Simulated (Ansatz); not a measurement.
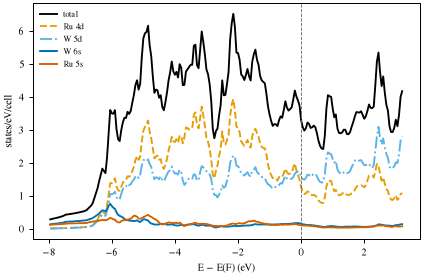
Total and projected density of states of RuW in space group Cmcm (No. 63; W on 4c, Ru on 4c), r²SCAN in the plane-wave PAW code Ansatz

Which orbitals carry the states next to the Fermi level?

Within 0.5 eV of the Fermi level: W 5d 46 %, Ru 4d 40 %, outside the projected shells 6 %. Projections are on Löwdin-orthogonalised atomic valence shells; empty p or d shells of many metals are not among them.

Where is the tallest occupied peak in this window, and what makes it?

Near -2.1 eV, about 6.5 states/eV per cell; the largest projected share is Ru 4d.

The start of the workflow was typed in or built on a structure type; neither database checked (COD, Materials Project) lists it. Whether it is the stable phase at ambient conditions was not checked. Symmetry was held in the r²SCAN relaxation; its stability against distortions is not shown here. The run is not spin-polarised. Its formation energy is positive at this level, so the cell may be metastable or incomplete. Spin–orbit coupling is left out wherever it is not named.

Potentials: the later of the program's two PAW sets.
